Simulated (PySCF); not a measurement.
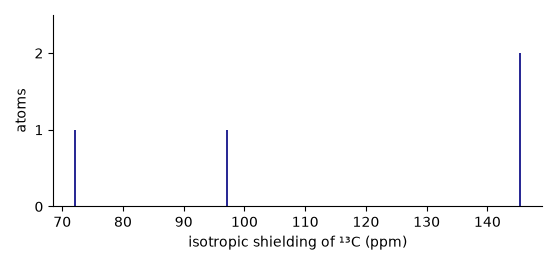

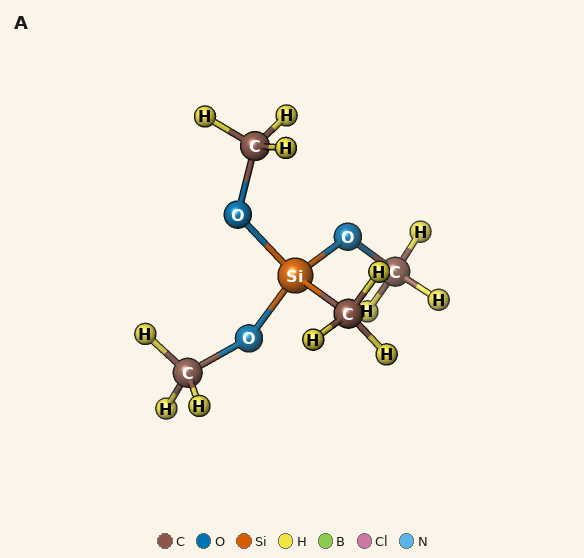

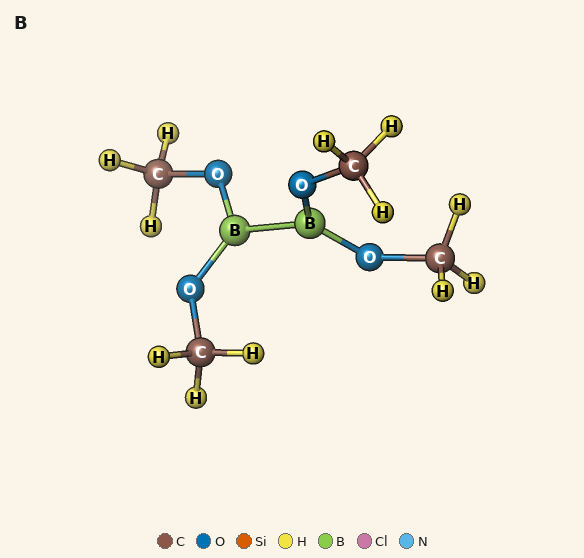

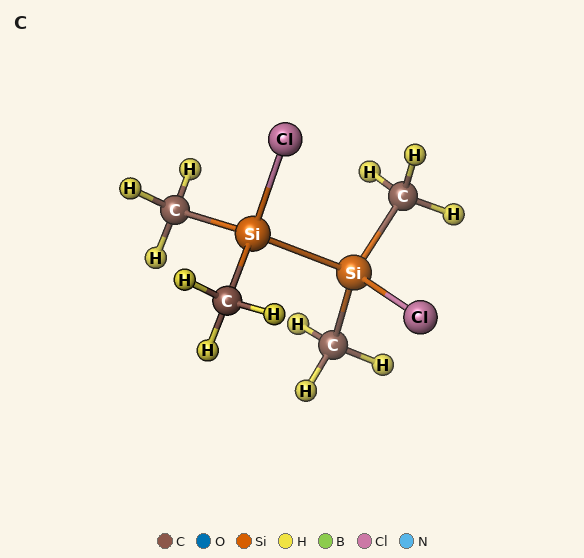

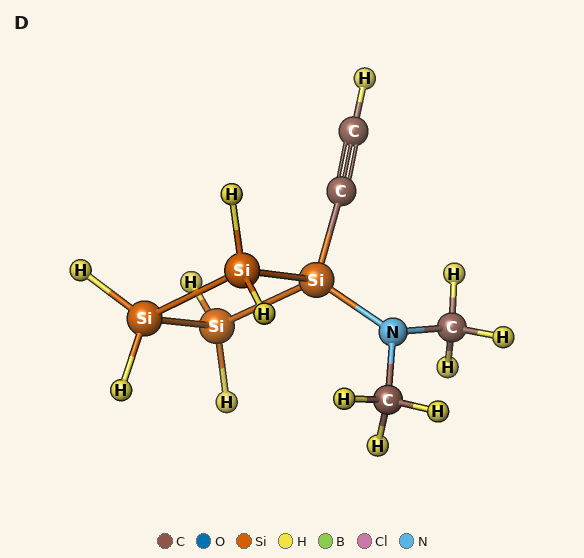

The sticks are computed shieldings of one of the molecules, for one fixed geometry (PBE0-D3(BJ)/def2-SVP) without averaging over rotations. Low shielding means a high chemical shift. Method: GIAO PBE0/pcSseg-1 NMR shielding, non-relativistic, gas phase (PySCF 2.14.0).

Which molecule gives this pattern?

D, `C#C[Si]1(N(C)C)[SiH2][SiH2][SiH2]1`. Its 4 C atoms give lines at 72.2, 97.1, 145.3 (2 atoms) ppm.

The geometry is semi-empirical. Around B such bond lengths and angles can be off by a tenth of an ångström or more and by several degrees, and values that hang on the shape move with them.
